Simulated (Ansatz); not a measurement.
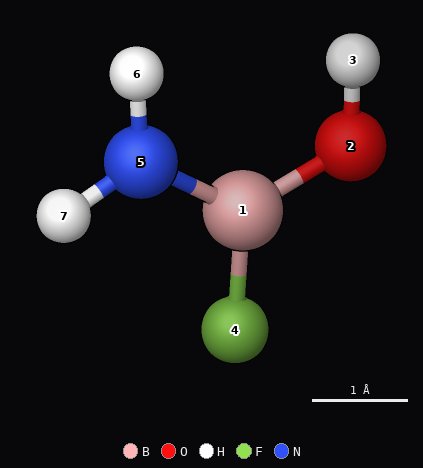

Figure 1. The starting structure (ball-and-stick view, seen at a tilt; atoms are numbered from 1 in the order of the input). Bond lengths as drawn: B–F 1.34 Å, B–N 1.41 Å, B–O 1.36 Å, H–N 1.01 Å and H–O 0.96 Å.

## Molecular dynamics of BNH₃OF

The run: molecular dynamics of BNH₃OF. Method and program: RKS PBE0/def2-SVP (Ansatz 0.2.0).

One setting was made poor on purpose. It belongs to a series of runs on one base structure; here: an input spoilt on purpose.

Input file
```yaml
crystal:
  periodic: [false, false, false]
  atoms:
    - { symbol: B, position_ang: [-0.107385, 0.052401, 0.011514] }
    - { symbol: O, position_ang: [0.001399, -0.239249, 1.336468] }
    - { symbol: H, position_ang: [-0.82682, -0.492747, 1.74932] }
    - { symbol: F, position_ang: [1.021013, 0.413066, -0.609604] }
    - { symbol: "N", position_ang: [-1.29761, 0.004007, -0.741574] }
    - { symbol: H, position_ang: [-2.202767, -0.254569, -0.379195] }
    - { symbol: H, position_ang: [-1.29913, 0.23569, -1.724829] }
basis:
  gaussian: { orbitals: def2-SVP }
hamiltonian:
  xc: pbe0
md:
  timestep: 1.0
  n_steps: 25
  ensemble: nvt_langevin
  temperature: 400.0
  initial_velocities: maxwell_boltzmann
  seed: 253016
  friction: 0.05
  masses: [{ species: B, mass: 0.0 }]
```

Run on 1 thread of Arm Neoverse V1, 24 GiB of memory available, shared host.

Launched with:
```bash
ansatz run input.yaml --threads 1 --pin off --max-ram 2048MiB --backend cpu --events-out ev --progress --plain --runs-dir out
```

The program's output
```
Error: invalid value for `md.masses[].mass`: must be finite and > 0; got 0 u
```

Outcome

```csv
quantity,value
outcome,refused by the program
```

The program refused the input: “invalid value for `md.masses[].mass`: must be finite and > 0; got 0 u” A deliberately poor setting: bad input.
